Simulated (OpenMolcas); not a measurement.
# HF/def2-SV(P) run of SF6 (sulfur hexafluoride)

Aim: the vertical singlet–triplet gap of SF6 (sulfur hexafluoride) at HF/def2-SV(P), from 2 runs. 

Program for the calculation: OpenMolcas 26.06.

## (1) Starting point

SF6 has 7 atoms, charge 0, and is taken as a singlet. SMILES: `FS(F)(F)(F)(F)F`. Geometry: relaxed at GFN2-xTB.

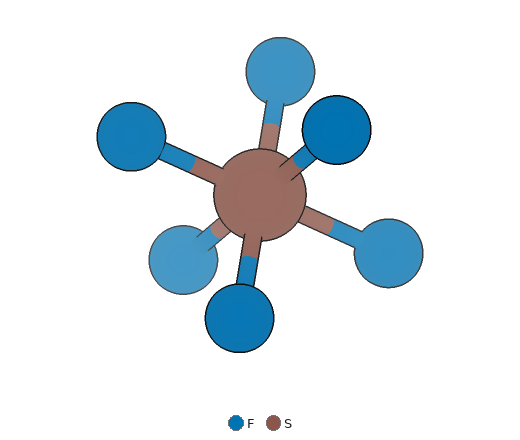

Viewed from a chosen angle; fluorine blue, sulfur brown.

## (2) The energy at HF/def2-SV(P)

Input file job.input:

```
* F6S Hartree-Fock
>>> EXPORT MOLCAS_PRINT=2

&GATEWAY
 BasLib
 $CurrDir
 Coord
 7
 angstrom
 F       -0.575340      -1.329720       0.656500
 S       -0.000020       0.000060       0.000020
 F        1.183370       0.012840       1.061880
 F       -1.182600      -0.012690      -1.062560
 F        0.574230       1.329720      -0.655870
 F       -0.892920       0.873020       0.984420
 F        0.893280      -0.873220      -0.984390
 Basis
 def2-SVP
 Group
 NoSym

&SEWARD

&SCF
 PrOrbitals
 1 1
```

The basis set def2-SV(P) is read from a file made from the Basis Set Exchange's data (not shown).

On the command line:

```console
export MOLCAS_MEM=1860
pymolcas job.input > job.log
```

Output:

```text
--- Start Module: gateway ---
[...]
--- Stop Module: gateway /rc=_RC_ALL_IS_WELL_ ---
--- Start Module: seward ---
[...]
      Basis functions          102
--- Stop Module: seward /rc=_RC_ALL_IS_WELL_ ---
[...]
--- Start Module: scf ---
[...]
       Convergence after  11 Iterations
[...]
::    Total SCF energy                               -993.3677679267
[...]
      Total spin, S                                     0.0000000000
[...]
      Total electronic charge=   70.000000
      Total            charge=   -0.000000
[...]
      Dipole Moment (debye):
      Origin of the operator (angstrom)=   -0.0000    0.0000    0.0000
                   X= -4.2848E-04               Y=  2.5482E-03               Z=  6.9851E-05           Total=  2.5849E-03
      Quadrupole Moment (debye*angstrom):
[...]
--- Stop Module: scf /rc=_RC_ALL_IS_WELL_ ---
[...]
```

Wall time 8.7 s (1 thread of Arm Neoverse V1, shared host); peak memory 0.57 GiB.

## (3) The triplet

Input file job.input:

```
>>> EXPORT MOLCAS_PRINT=2

&GATEWAY
  BasLib=$CurrDir
  Coord
  7
  angstrom
  F       -0.575340      -1.329720       0.656500
  S       -0.000020       0.000060       0.000020
  F        1.183370       0.012840       1.061880
  F       -1.182600      -0.012690      -1.062560
  F        0.574230       1.329720      -0.655870
  F       -0.892920       0.873020       0.984420
  F        0.893280      -0.873220      -0.984390
  Basis=def2-SVP
  Group=NoSym

&SEWARD

&SCF
  UHF
  Spin=3
  PrOrbitals=1 1
```

The basis set def2-SV(P) is read from a file made from the Basis Set Exchange's data (not shown).

On the command line:

```console
export MOLCAS_MEM=1860
pymolcas job.input > job.log
```

Output:

```text
--- Start Module: gateway ---
[...]
--- Stop Module: gateway /rc=_RC_ALL_IS_WELL_ ---
--- Start Module: seward ---
[...]
      Basis functions          102
--- Stop Module: seward /rc=_RC_ALL_IS_WELL_ ---
[...]
--- Start Module: scf ---
[...]
       Convergence after  58 Iterations
[...]
::    Total SCF energy                               -993.0314120331
[...]
      Total spin, S                                     1.0059275025
[...]
      Total electronic charge=   70.000000
      Total            charge=   -0.000000
[...]
      Dipole Moment (debye):
      Origin of the operator (angstrom)=   -0.0000    0.0000    0.0000
                   X= -1.2982E+00               Y= -2.9945E+00               Z=  1.4796E+00           Total=  3.5835E+00
      Quadrupole Moment (debye*angstrom):
[...]
--- Stop Module: scf /rc=_RC_ALL_IS_WELL_ ---
[...]
```

Wall time 32 s (1 thread of Arm Neoverse V1, shared host); peak memory 0.57 GiB.

## (4) Summary of results

At HF/def2-SV(P):

| quantity | value |
| --- | --- |
| singlet: total energy | -993.36777 Eh |
| singlet: dipole moment | 0.00 D |
| singlet: HOMO energy | -18.80 eV |
| singlet: LUMO energy | 2.92 eV |
| singlet: HOMO–LUMO gap | 21.72 eV |
| triplet: total energy | -993.03141 Eh |
| triplet: dipole moment | 3.58 D |
| triplet: HOMO energy (highest over α and β) | -8.31 eV |
| triplet: LUMO energy (lowest over α and β) | -3.94 eV |
| triplet: ⟨S²⟩ | 2.018 |
| vertical energy of the triplet above the singlet | 9.153 eV |

At this shape the triplet lies 9.15 eV (211 kcal/mol) above the singlet. The shape has a centre of inversion, so the dipole (triplet) should vanish: the solution has broken the symmetry.
